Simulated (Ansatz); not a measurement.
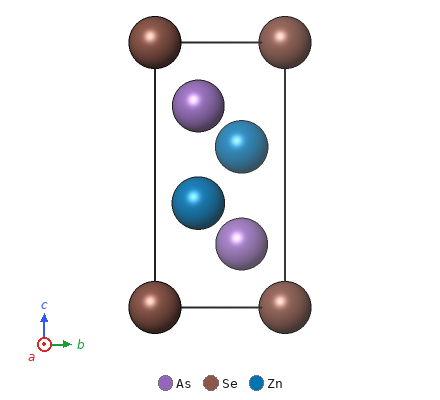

The structure, seen along [100]; the drawing may span several cells.

Structure (in its standard cell), the geometry relaxed with DFT, PAW plane waves, r2scan in Ansatz; the starting structure was generated, so it need not be a known form of this composition:

```cif
data_structure
_symmetry_space_group_name_H-M 'P-3m1'
_symmetry_Int_Tables_number 164
_cell_length_a 4.0188
_cell_length_b 4.0188
_cell_length_c 7.0897
_cell_angle_alpha 90.000
_cell_angle_beta 90.000
_cell_angle_gamma 120.000
_cell_volume 99.17
loop_
_atom_site_label
_atom_site_type_symbol
_atom_site_symmetry_multiplicity
_atom_site_Wyckoff_symbol
_atom_site_fract_x
_atom_site_fract_y
_atom_site_fract_z
_atom_site_occupancy
As1 As 2 d 0.33333 0.66667 0.23942 1
Se1 Se 1 a 0.00000 0.00000 0.00000 1
Zn1 Zn 2 d 0.33333 0.66667 0.60621 1
```

Q: What does the kinematic electron diffraction pattern along [100] look like at 200 kV (B = 0.5 Å²)?

A: The spots form a rectangular net whose two shortest vectors correspond to d = 7.09 Å and 3.48 Å, 90.0° apart. They are 0 0 1 (weak) and 0 1 0. The pattern has symmetry 2. Reflections such as 0 2 2, 0 3 -1, 0 3 1 are allowed but too weak to see at this display level.

Strongest reflections with d > 1.07 Å, one of each family (|F|² from tabulated Gaussian fits of the electron scattering factors, times a small damping for the curvature of the Ewald sphere):

| hkl | d (Å) | I (strongest = 100) |
| --- | --- | --- |
| 0 1 2 | 2.483 | 100 |
| 0 1 -3 | 1.955 | 81 |
| 0 1 1 | 3.124 | 71 |
| 0 2 -2 | 1.562 | 40 |
| 0 2 3 | 1.401 | 38 |
| 0 3 0 | 1.160 | 35 |

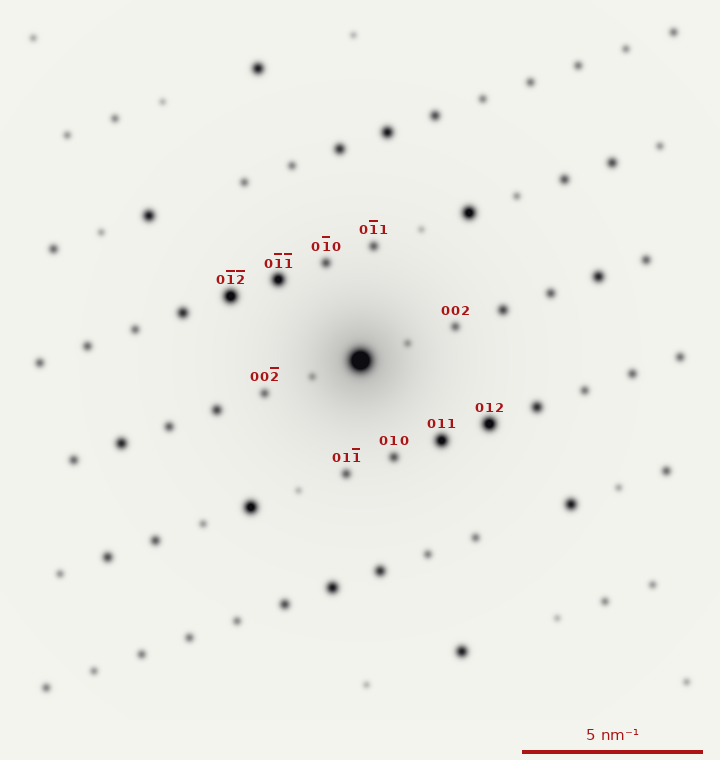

Calculated pattern, seen from the source side with [100] pointing towards the source.
